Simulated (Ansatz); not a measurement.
System: C6H18N3OTa (SMILES C[N](C)[Ta](=[O])([N](C)C)[N](C)C).

The calculation's input:

```
crystal:
  periodic: [false, false, false]
  atoms:
    - {symbol: C, position_ang: [-2.351519, -1.818985, -1.254535]}
    - {symbol: N, position_ang: [-1.465188, -1.162089, -0.322059]}
    - {symbol: C, position_ang: [-1.677436, -1.601758, 1.034530]}
    - {symbol: Ta, position_ang: [-0.136159, 0.257719, -0.777674]}
    - {symbol: O, position_ang: [-0.417554, 0.795206, -2.396957]}
    - {symbol: N, position_ang: [-0.343144, 1.804630, 0.469045]}
    - {symbol: C, position_ang: [-0.889395, 3.097083, 0.125746]}
    - {symbol: C, position_ang: [0.108508, 1.749274, 1.837123]}
    - {symbol: N, position_ang: [1.716043, -0.478638, -0.646138]}
    - {symbol: C, position_ang: [2.745421, -0.359048, -1.652428]}
    - {symbol: C, position_ang: [2.146897, -1.262054, 0.484942]}
    - {symbol: H, position_ang: [-3.404955, -1.645177, -0.991664]}
    - {symbol: H, position_ang: [-2.189732, -2.906418, -1.258449]}
    - {symbol: H, position_ang: [-2.188459, -1.446444, -2.266115]}
    - {symbol: H, position_ang: [-1.026697, -1.068952, 1.735611]}
    - {symbol: H, position_ang: [-2.712373, -1.420890, 1.358591]}
    - {symbol: H, position_ang: [-1.477055, -2.676783, 1.149519]}
    - {symbol: H, position_ang: [-0.149773, 3.895668, 0.281225]}
    - {symbol: H, position_ang: [-1.196502, 3.118248, -0.920150]}
    - {symbol: H, position_ang: [-1.765085, 3.336043, 0.746086]}
    - {symbol: H, position_ang: [0.555129, 0.777897, 2.073241]}
    - {symbol: H, position_ang: [-0.716754, 1.914384, 2.544757]}
    - {symbol: H, position_ang: [0.875296, 2.511050, 2.038424]}
    - {symbol: H, position_ang: [3.635683, 0.146954, -1.252359]}
    - {symbol: H, position_ang: [3.064856, -1.347079, -2.014009]}
    - {symbol: H, position_ang: [2.382455, 0.213616, -2.506258]}
    - {symbol: H, position_ang: [1.345240, -1.377383, 1.221770]}
    - {symbol: H, position_ang: [3.002828, -0.799667, 0.997374]}
    - {symbol: H, position_ang: [2.449825, -2.274308, 0.181112]}
basis:
  gaussian: {orbitals: def2-TZVPP}
hamiltonian: {xc: pbe0, dispersion: d4}
output: {orbitals: {seedname: orbitals}}
```

Launched as:

```sh
ansatz run in.yaml --threads 10 --pin off --events-out ev --progress --plain --max-ram 110592MiB --backend cuda --devices 0, --max-vram 75GiB
```

Geometry: PBE0-D4/def2-TZVP; core potentials replace the inner electrons of Ta.

Theory: Ansatz 0.2.0, RKS PBE0-D4/def2-TZVPP.

Predict the electron density and electron localisation function between the atoms.

C–N (1.44 Å): ρ at the midpoint is about 2 e/Å³; the ELF peaks at about 0.90 between the atoms (a covalent bond).
Ta–N (2.00 Å): ρ is about 0.93 e/Å³ halfway; the ELF peaks at about 0.90 in the valence shell of N, 0.6 Å from its nucleus, and is about 0.30 at the midpoint.
C–H (1.09 Å): ρ at the midpoint is about 2.1 e/Å³; the ELF climbs to about 1 towards the hydrogen, as it does in any bond to H: an ordinary covalent bond to hydrogen.

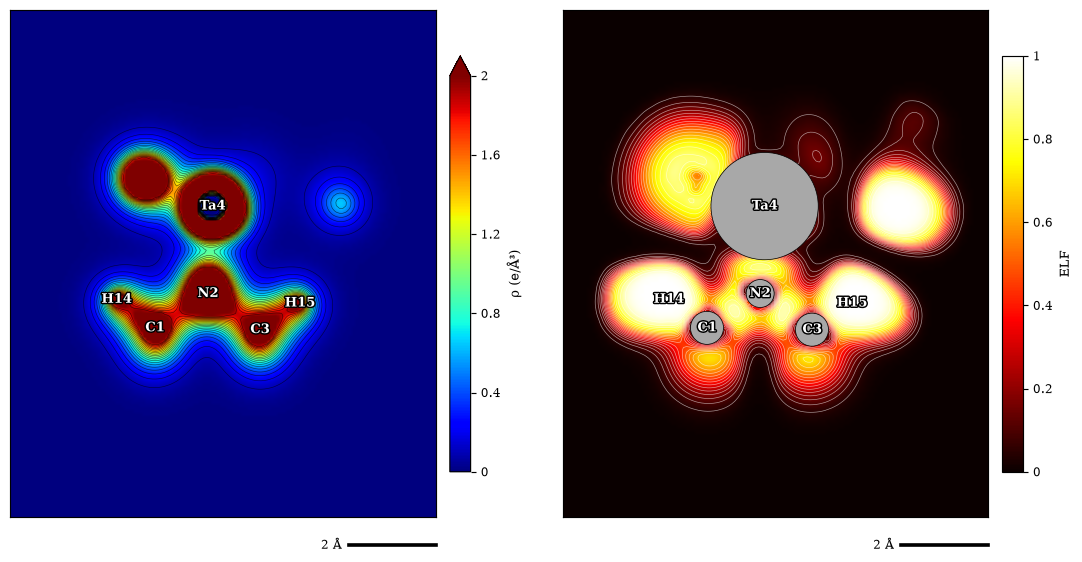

Computed electron density and electron localisation function on the plane of atoms N2, C1 and H14, in this order. Grey discs cover the atomic cores in the ELF map. 
